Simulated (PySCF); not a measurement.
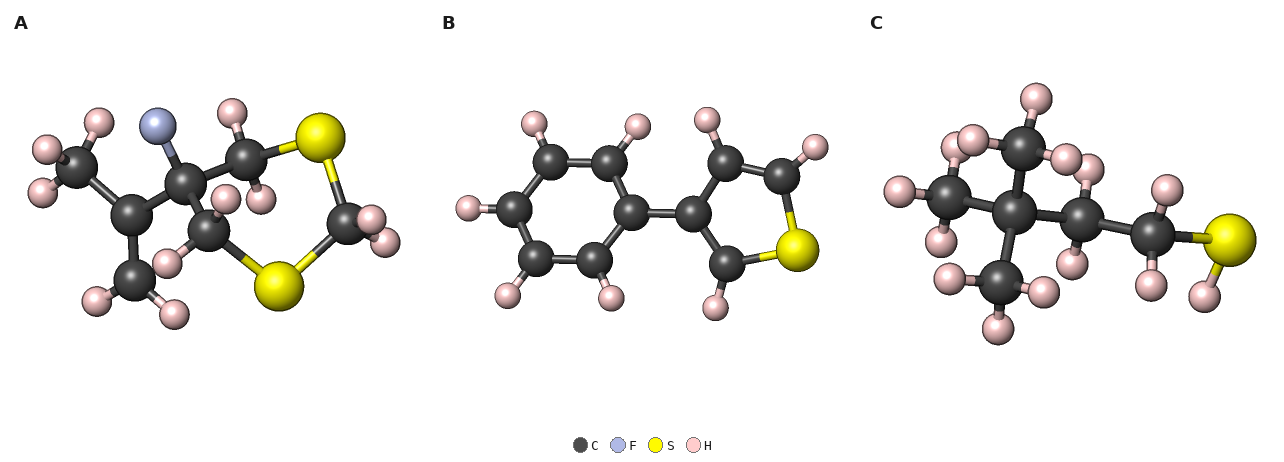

The picture comes from a calculation with PySCF.

Q: Match each picture to its SMILES.
(1) CC(C)(C)CCS
(2) c1ccc(-c2ccsc2)cc1
(3) C=C(C)C1(F)CSCSC1

A: A is (3), B is (2), C is (1).
